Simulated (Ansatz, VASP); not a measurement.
# Cross-check of MnS (Browneite) between VASP and Ansatz

Aim: how closely do two programs agree when they are given the same cell, functional and k mesh? The cell comes out of the VASP series on this material, whose earlier steps may have relaxed, scaled or displaced it; both programs get it as it stands.

Program: Ansatz 0.2.0. Level of theory: plane waves, with VASP 6.6.1 beside it; relaxation of cell and atoms at r2SCAN. Results are calculated unless marked as measured.

**1. Set-up**

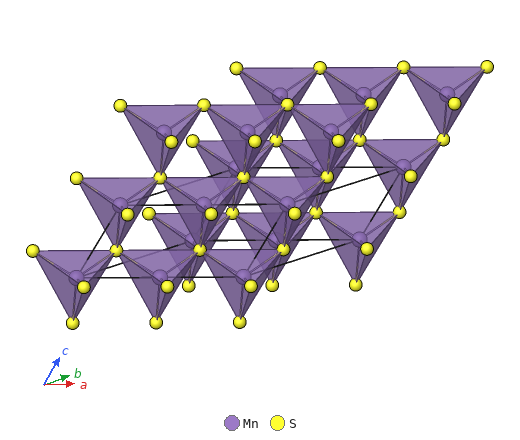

The cell as given, from a free direction (manganese light purple, sulfur yellow). 1×1×2 cells are drawn. Some periodic images of atoms are drawn too.

Structure file:

```xyz
4
Lattice="0.0000 5.5713 5.4600 2.7857 2.7857 5.4600 2.7857 2.7857 0.0000" Properties=species:S:1:pos:R:3 pbc="T T T"
Mn    0.0000    0.0000    0.0000
Mn    0.0000    2.7857    2.7300
S     1.3928    1.3928    1.3650
S     1.3928    4.1785    4.0950
```

**2. VASP: relaxation of cell and atoms, r2SCAN**

The relaxed volume is the usual yardstick between codes: its relative difference is about their pressure difference at one cell divided by the bulk modulus.

Lines of VASP's logs that name or quote its potential files are left out, and so is its time.

The input, INCAR:

```
SYSTEM = MnS
PREC = Accurate
ENCUT = 400
EDIFF = 1E-06
NELM = 100
ISMEAR = 0
SIGMA = 0.05
LREAL = .FALSE.
ALGO = Normal
METAGGA = R2SCAN
LASPH = .TRUE.
NBANDS = 27
ISPIN = 2
MAGMOM = 4.32 -4.32 0 0
LMAXMIX = 4
LORBIT = 11
LWAVE = .FALSE.
LCHARG = .FALSE.
KPAR = 4
IBRION = 2
NSW = 60
ISIF = 3
EDIFFG = -0.01
```

The input, POSCAR:

```
MnS
1.0
    0.0000000000      5.5713088019      5.4600291949
    2.7856544009      2.7856544009      5.4600291949
    2.7856544009      2.7856544009      0.0000000000
Mn S
2 2
Direct
    0.0000000000      0.0000000000      0.0000000000
    0.5000000000      0.0000000000      0.0000000000
    0.0000000000      0.2500000000      0.2500000000
    0.5000000000      0.2500000000      0.2500000000
```

The input, KPOINTS:

```
Automatic mesh
0
Gamma
6 6 6
0 0 0
```

The projector-augmented-wave data sets are Mn_pv and S (PBE family, release 64).

Command:

```
$ mpirun -np 4 vasp_std
```

Numbers of over 12 decimals in the logs are rounded to 6 here.

The log of the run:

```text
[banner, memory and clock lines left out]
running    4 mpi-ranks, on    1 nodes
 distrk:  each k-point on    1 cores,    4 groups
 distr:  one band on    1 cores,    1 groups

 POSCAR found type information on POSCAR MnS
 POSCAR found :  2 types and       4 ions
|                                                                             |
|               ----> ADVICE to this user running VASP <----                  |
|                                                                             |
|     You enforced a specific xc type in the INCAR file but a different       |
|     [... a line on the potential file left out ...]
|     I HOPE YOU KNOW WHAT YOU ARE DOING!                                     |
|                                                                             |

 LDA part: xc-table for (None), standard interpolation
 POSCAR, INCAR and KPOINTS ok, starting setup
 FFT: planning ... GRIDC
 FFT: planning ... GRID_SOFT
 FFT: planning ... GRID
 WAVECAR not read
 entering main loop
       N       E                     dE             d eps       ncg     rms          rms(c)
DAV:   1     0.302226776245E+03    0.30223E+03   -0.19019E+04  4944   0.123E+03
DAV:   2    -0.330093638712E+02   -0.33524E+03   -0.32481E+03  4404   0.370E+02
DAV:   3    -0.586609921059E+02   -0.25652E+02   -0.25356E+02  5102   0.107E+02
DAV:   4    -0.593279497604E+02   -0.66696E+00   -0.66561E+00  5055   0.176E+01
DAV:   5    -0.593403907015E+02   -0.12441E-01   -0.12438E-01  5301   0.273E+00    0.155E+01
DAV:   6    -0.498491675894E+02    0.94912E+01   -0.29702E+01  5031   0.555E+01    0.190E+01
DAV:   7    -0.501807518820E+02   -0.33158E+00   -0.27904E+00  4752   0.160E+01    0.111E+01
DAV:   8    -0.501396493395E+02    0.41103E-01   -0.32542E-01  5400   0.664E+00    0.659E+00
DAV:   9    -0.501503358295E+02   -0.10686E-01   -0.18613E-01  4909   0.386E+00    0.142E+00
DAV:  10    -0.501451413203E+02    0.51945E-02   -0.54676E-02  5015   0.277E+00    0.295E-01
DAV:  11    -0.501464945335E+02   -0.13532E-02   -0.29879E-03  4751   0.422E-01    0.147E-01
DAV:  12    -0.501467808402E+02   -0.28631E-03   -0.58762E-04  5136   0.213E-01    0.115E-01
DAV:  13    -0.501468740126E+02   -0.93172E-04   -0.90951E-05  4745   0.761E-02    0.806E-02
DAV:  14    -0.501469196005E+02   -0.45588E-04   -0.18430E-05  4626   0.388E-02    0.301E-02
DAV:  15    -0.501469416129E+02   -0.22012E-04   -0.10468E-05  4604   0.257E-02    0.717E-03
DAV:  16    -0.501469438457E+02   -0.22329E-05   -0.67016E-07  3460   0.694E-03    0.220E-03
DAV:  17    -0.501469395361E+02    0.43096E-05   -0.12602E-07  2457   0.290E-03    0.163E-03
DAV:  18    -0.501469387231E+02    0.81306E-06   -0.65742E-08  2388   0.186E-03
   1 F= -.50146939E+02 E0= -.50146939E+02  d E =-.501469E+02  mag=    -0.0000
 curvature:   0.00 expect dE= 0.000E+00 dE for cont linesearch  0.000E+00
 trial: gam= 0.00000 g(F)=  0.186E-40 g(S)=  0.918E-05 ort = 0.000E+00 (trialstep = 0.100E+01)
 search vector abs. value=  0.918E-05
 reached required accuracy - stopping structural energy minimisation
```

OUTCAR, selected parts (step 2):

```text
ion  position               nearest neighbor table
   1  0.000  0.000  0.000-   3 2.40   3 2.40   4 2.40   4 2.40
   2  0.500  0.000  0.000-   4 2.40   4 2.40   3 2.40   3 2.40
   3  0.000  0.250  0.250-   1 2.40   1 2.40   2 2.40   2 2.40
   4  0.500  0.250  0.250-   2 2.40   2 2.40   1 2.40   1 2.40

  LATTYP: Found a simple tetragonal cell.
 ALAT       =     3.9395102339
 C/A-ratio  =     1.3859664960

 Subroutine GETGRP returns: Found  8 space group operations
 (whereof  8 operations were pure point group operations)

The static configuration has the point symmetry D_2d.

 Found     40 irreducible k-points:

   k-points           NKPTS =     40   k-points in BZ     NKDIM =     40   number of bands    NBANDS=     27

   dimension x,y,z NGX =    54 NGY =   48 NGZ =   28
   dimension x,y,z NGXF=   108 NGYF=   96 NGZF=   56

   ENCUT  =  400.0 eV  29.40 Ry    5.42 a.u.  12.72 10.98  6.42*2*pi/ulx,y,z

   NELECT =      38.0000    total number of electrons

 k-points in reciprocal lattice and weights: Automatic mesh
   0.00000000  0.00000000  0.00000000       0.005
   0.16666667  0.00000000  0.00000000       0.019
   0.33333333  0.00000000  0.00000000       0.019
   0.50000000  0.00000000  0.00000000       0.009
   0.00000000  0.16666667  0.00000000       0.037
   0.16666667  0.16666667  0.00000000       0.009
   0.50000000  0.16666667  0.00000000       0.037
  -0.33333333  0.16666667  0.00000000       0.019
   0.00000000  0.33333333  0.00000000       0.037
[...]
-0.16666667  0.33333333  0.50000000       0.009
   0.00000000  0.50000000  0.50000000       0.005

 average (electrostatic) potential at core
       1 -75.6466       2 -75.6466       3 -89.9620       4 -89.9620

 E-fermi :   3.9340

 spin component 1
 k-point     1 :       0.0000    0.0000    0.0000
  band No.  band energies     occupation
    ...
     15       1.2173      1.00000
     16       1.5050      1.00000
     17       2.9660      1.00000
     18       3.5420      1.00000
     19       3.5421      1.00000
     20       6.1604      0.00000
     21       6.6254      0.00000
     22       6.7563      0.00000
     23       6.8285      0.00000
     24       7.9747      0.00000
    ...

 k-point     2 :       0.1667    0.0000    0.0000
  band No.  band energies     occupation
    ...
     15       1.4916      1.00000
     16       1.4917      1.00000
     17       2.7705      1.00000
     18       3.1821      1.00000
     19       3.4799      1.00000
     20       6.3284      0.00000
     21       6.6513      0.00000
     22       6.6936      0.00000
     23       7.3934      0.00000
     24       7.8872      0.00000
    ...

 k-point     3 :       0.3333    0.0000    0.0000
  band No.  band energies     occupation
    ...
     15       1.3509      1.00000
     16       1.8572      1.00000
     17       2.3743      1.00000
     18       2.8216      1.00000
     19       3.3250      1.00000
     20       6.4326      0.00000
     21       6.5755      0.00000
     22       6.7916      0.00000
     23       7.1738      0.00000
     24       7.6478      0.00000
    ...

 k-point     4 :       0.5000    0.0000    0.0000
  band No.  band energies     occupation
    ...
     15       1.2415      1.00000
     16       2.0347      1.00000
     17       2.1717      1.00000
     18       2.6579      1.00000
     19       3.2225      1.00000
     20       6.4672      0.00000
     21       6.6331      0.00000
     22       6.8182      0.00000
     23       6.9776      0.00000
     24       7.3985      0.00000
    ...

 k-point     5 :       0.0000    0.1667    0.0000
  band No.  band energies     occupation
    ...
     15       1.4651      1.00000
     16       1.5010      1.00000
     17       2.8142      1.00000
     18       3.1966      1.00000
     19       3.5096      1.00000
     20       6.3638      0.00000
     21       6.6438      0.00000
     22       6.7820      0.00000
     23       7.5430      0.00000
     24       7.8098      0.00000
    ...

 k-point     6 :       0.1667    0.1667    0.0000
  band No.  band energies     occupation
    ...
     15       1.2182      1.00000
     16       1.4850      1.00000
     17       2.9425      1.00000
     18       3.5655      1.00000
     19       3.5656      1.00000
     20       6.2934      0.00000
     21       6.6155      0.00000
     22       6.6229      0.00000
     23       7.3605      0.00000
     24       7.8666      0.00000
    ...

  Total       -0.0086759     -0.0086759     -0.0247141      0.0000000     -0.0000000     -0.0000000
  in kB       -0.1640380     -0.1640380     -0.4672793      0.0000000     -0.0000000     -0.0000000
  external PRESSURE =      -0.2651184 kB  Pullay stress =       0.0000000 kB

  energy-cutoff  :      400.00
  volume of cell :       84.74
      direct lattice vectors                 reciprocal lattice vectors
     0.000000000  5.571308802  5.460029195    -0.179491038  0.179491038  0.000000000
     2.785654401  2.785654401  5.460029195     0.179491038 -0.179491038  0.183149204
     2.785654401  2.785654401  0.000000000     0.179491038  0.179491038 -0.183149204

 POSITION                                       TOTAL-FORCE (eV/Angst)
 -----------------------------------------------------------------------------------
      0.00000      0.00000      0.00000        -0.000000      0.000000     -0.000000
      0.00000      2.78565      2.73001         0.000000     -0.000000      0.000000
      1.39283      1.39283      1.36501         0.000000      0.000000     -0.000000
      1.39283      4.17848      4.09502        -0.000000      0.000000     -0.000000
 -----------------------------------------------------------------------------------
    total drift:                                0.000456     -0.000359      0.000277

  FREE ENERGIE OF THE ION-ELECTRON SYSTEM (eV)
  ---------------------------------------------------
  free  energy   TOTEN  =       -50.1469387231 eV

  energy  without entropy=      -50.1469387231  energy(sigma->0) =      -50.14693872

 reached required accuracy - stopping structural energy minimisation

 total charge
# of ion       s       p       d       tot
------------------------------------------
    1        0.276   6.217   4.917  11.409
    2        0.276   6.217   4.917  11.409
    3        1.301   2.492   0.000   3.794
    4        1.301   2.492   0.000   3.794
--------------------------------------------------
tot          3.154  17.419   9.833  30.406

 magnetization (x)
# of ion       s       p       d       tot
------------------------------------------
    1        0.028   0.047   4.202   4.277
    2       -0.028  -0.047  -4.202  -4.277
    3        0.000   0.000   0.000   0.000
    4        0.000   0.000   0.000   0.000
--------------------------------------------------
tot          0.000   0.000   0.000   0.000

[... 1 further part left out ...]
```

(Continued in part 2 of 2.)

[Lines on the potential files, build, host, timing and source positions are cut from VASP's logs without a mark.]

[Logs are printed without paths, hosts, clocks, repeated set-up lines and the standing remarks that a program may print on its own settings, such as how far it seeks lower states.]

[Hosts, paths, dates, database ids (printed as entryN), source tags and the programs' standing remarks are cut or masked in the printed files.]
